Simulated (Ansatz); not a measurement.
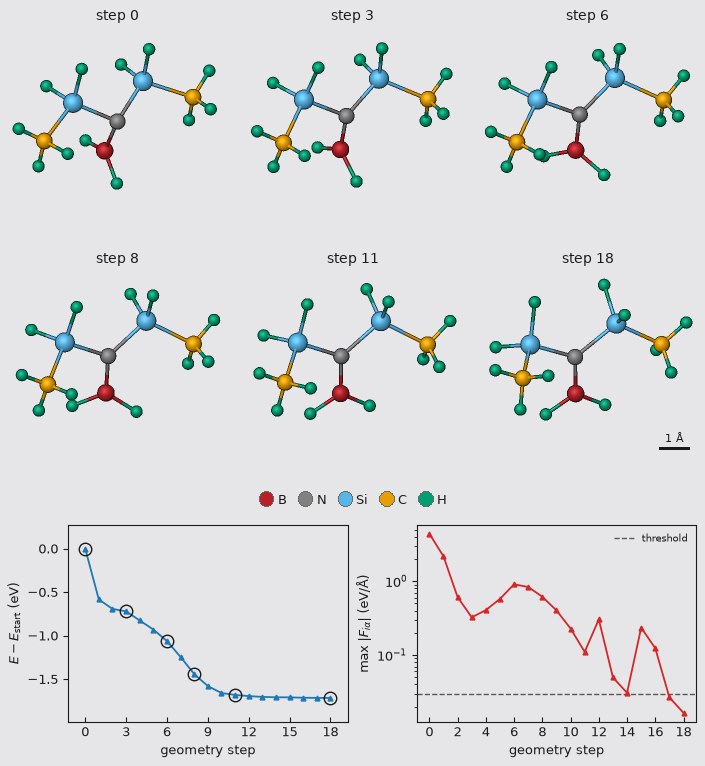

Frames of a relaxation of C$_{2}$H$_{12}$BNSi$_{2}$ (coarse preliminary run), marked on the history of the run. Style: ball-and-stick. Shown from a free direction.

The start comes from a force field.

These are results of RKS PBE-D4/def2-SVP in Ansatz 0.2.0, not measurements. Set-up: force threshold 0.03 eV/Å; at most 200 steps.

Question: Describe the path.

Answer: Over 18 geometry steps the energy falls by 1.716 eV. Largest force component: 4.4 eV/Å at the start, 0.017 eV/Å at the end. The largest move after the best rigid fit is that of an H atom, 1.31 Å. By element the largest moves are H 1.31 Å, N 0.75 Å, Si 0.60 Å, C 0.36 Å, B 0.14 Å. Some distances before and after: B–N 1.566 → 1.416 Å, C–H 1.210 → 1.109 Å, B–H 1.134 → 1.224 Å, C–H 1.053 → 1.110 Å. Among the angles between lasting bonds that change: B–N–Si 107.9° → 123.9°, Si–N–Si 108.0° → 119.1°, B–N–Si 106.7° → 117.0°. From step 0 to 3: N and H atoms move most (0.33 Å), energy −0.721 eV. From step 3 to 6: an H atom moves most (0.57 Å), energy −0.341 eV. From step 6 to 8: an H atom moves most (0.40 Å), energy −0.379 eV. From step 8 to 11: an H atom moves most (0.42 Å), energy −0.240 eV. From step 11 to 18: an H atom moves most (0.53 Å), energy −0.035 eV.

```
step  E − E(0), eV  largest force component, eV/Å
   0        0.0000                         4.3973
   1       -0.5837                         2.1736
   2       -0.6924                         0.6092
   3       -0.7207                         0.3243
   4       -0.8253                         0.4062
   5       -0.9293                         0.5765
   6       -1.0621                         0.9086
   7       -1.2449                         0.8343
   8       -1.4408                         0.6160
   9       -1.5792                         0.4028
  10       -1.6592                         0.2290
  11       -1.6811                         0.1104
  12       -1.6943                         0.3044
  13       -1.7038                         0.0497
  14       -1.7083                         0.0308
  15       -1.7088                         0.2353
  16       -1.7133                         0.1234
  17       -1.7152                         0.0267
  18       -1.7157                         0.0165
```
